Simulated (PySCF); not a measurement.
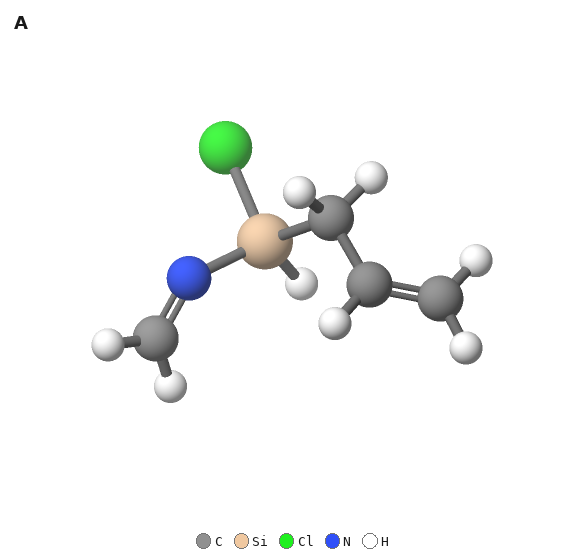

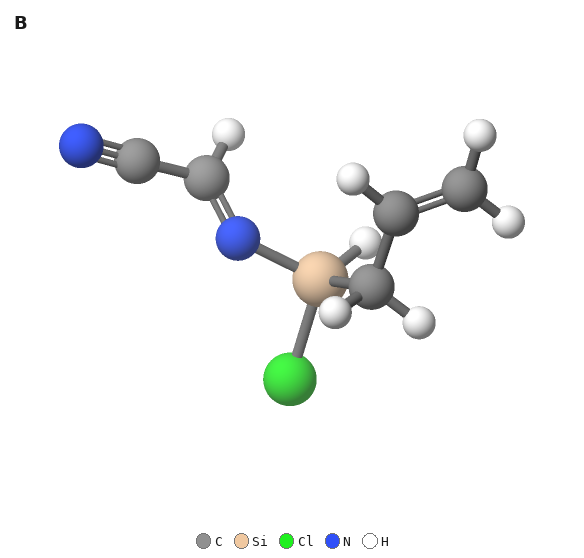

Two related species, optimised with GFN2-xTB; properties computed with PySCF 2.14.0. Both: charge 0, singlet.

Question: What are A and B?

Answer: A is C4H8ClNSi (C=CC[Si@H](Cl)N=C), B is C5H7ClN2Si (C=CC[Si@@H](Cl)/N=C/C#N).

Compare them. With PBE0/def2-SVPD: dipole moment (D), HOMO–LUMO gap (eV), HOMO energy (Kohn–Sham orbital) (eV), lowest vertical singlet excitation (eV), mean static polarisability (bohr³). With GFN2-xTB: mean Si–C length (Å), mean Si–Cl length (Å), mean Si–H length (Å), mean Si–N length (Å).

```json
{"quantity": "dipole moment (D)", "A": "2.34", "B": "3.68"}
{"quantity": "HOMO–LUMO gap (eV)", "A": "6.00", "B": "4.82"}
{"quantity": "HOMO energy (Kohn–Sham orbital) (eV)", "A": "−7.27", "B": "−7.62"}
{"quantity": "lowest vertical singlet excitation (eV)", "A": "3.93", "B": "3.50"}
{"quantity": "mean static polarisability (bohr³)", "A": "96.6", "B": "114.0"}
{"quantity": "mean Si–C length (Å)", "A": "1.909", "B": "1.910"}
{"quantity": "mean Si–Cl length (Å)", "A": "2.018", "B": "2.013"}
{"quantity": "mean Si–H length (Å)", "A": "1.463", "B": "1.462"}
{"quantity": "mean Si–N length (Å)", "A": "1.720", "B": "1.719"}
```

Each is one conformer, and no frequency run is at hand to confirm it as a minimum.

The geometry is semi-empirical. Around Si such bond lengths and angles can be off by a tenth of an ångström or more and by several degrees, and values that hang on the shape move with them.
